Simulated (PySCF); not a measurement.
Consider C6H9OPSi.

Input file:

```
{"job": {"kind": "nmr", "xc": "PBE0", "basis": "pcSseg-1"}, "charge": 0, "multiplicity": 1}
C      3.563708     1.060200     2.688956
C      2.904952     0.632107     1.775731
C      2.157182     0.160095     0.744640
C      1.510862    -0.253300    -0.188591
C      0.684290    -0.722801    -1.262681
Si    -1.170324    -0.788631    -0.739480
P     -2.400035    -0.958802    -2.594004
O     -1.725612     0.621809    -0.171703
C     -1.269588     1.373709     0.917366
H      4.137100     1.427580     3.485496
H      0.793588    -0.050180    -2.119095
H      1.029585    -1.709361    -1.579611
H     -1.294970    -1.839606     0.286192
H     -1.942121    -2.226711    -2.902082
H     -3.522754    -1.451036    -1.957823
H     -0.321048     1.855204     0.675105
H     -2.019808     2.133636     1.135078
H     -1.123766     0.742405     1.794849
```

Launched as:

```sh
OMP_NUM_THREADS=1 python probes_run.py task.json out
```

Geometry: GFN2-xTB.

Method: PBE0/pcSseg-1, SCF density, gas phase, non-relativistic (PySCF).

Q: Predict the electron density and electron localisation function between the atoms.

A: C–C (1.20 Å): ρ at the midpoint is about 2.7 e/Å³; the ELF peaks at about 0.85 between the atoms; a short, multiple covalent bond.
C–Si (1.93 Å): the density is about 0.88 e/Å³ at the midpoint; the ELF peaks at about 0.95 between the atoms: localised, covalent bonding.
C–H (1.05 Å): the density is about 2.1 e/Å³ at the midpoint; the ELF climbs to about 1 towards the hydrogen, as it does in any bond to H; an ordinary covalent bond to hydrogen.

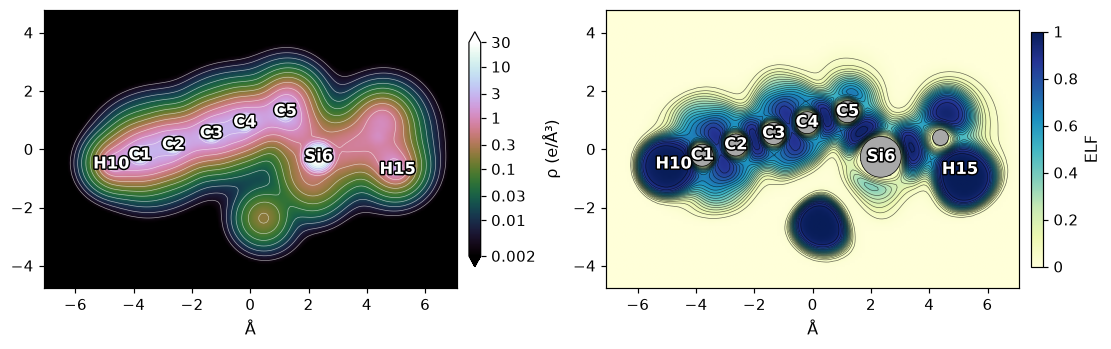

Computed electron density and electron localisation function on the plane of atoms C4, C5 and Si6, in this order. Grey discs cover the atomic cores in the ELF map. 
